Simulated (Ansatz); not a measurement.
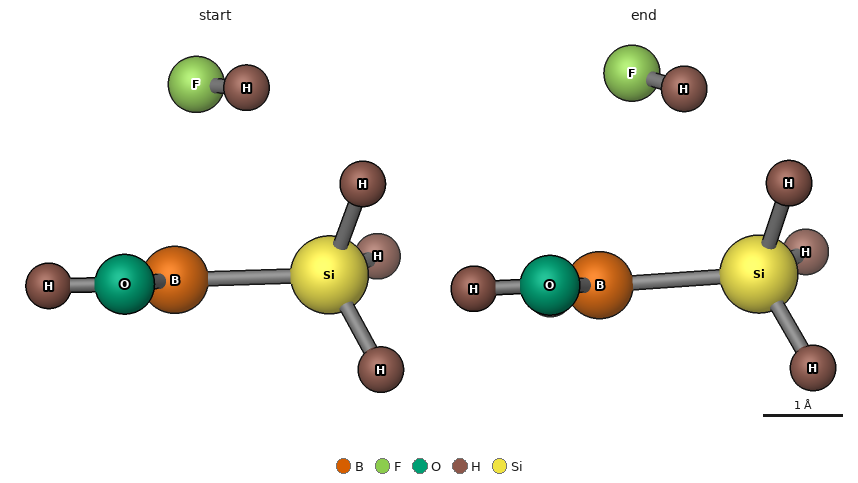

The structure of BSiH6OF before (left) and after (right) a relaxation, at one scale.

The picture is a ball-and-stick view, seen at a tilt.

The run prepares an end point of a later path (reaction) calculation, from a guessed geometry.

All numbers below come from Ansatz, RKS BLYP/def2-SVP. Settings: no spin polarisation; force threshold 0.03 eV/Å; at most 50 steps.

What changed between the two?

Answer. The largest move after the best rigid fit is that of the F atom, 0.17 Å. By element the largest moves are F 0.17 Å, H 0.12 Å, B 0.09 Å, O 0.05 Å, Si 0.01 Å. Some distances before and after: B–Si 1.980 → 2.045 Å, F–H 0.935 → 0.945 Å, B–O 1.367 → 1.362 Å. Over 6 accepted moves (10 points after the start) the energy falls by 4.18 kJ/mol. The largest force component goes from 0.79 to 0.013 eV/Å. The line search rejected the trial steps at points 2, 5, 7, 9 of the run.
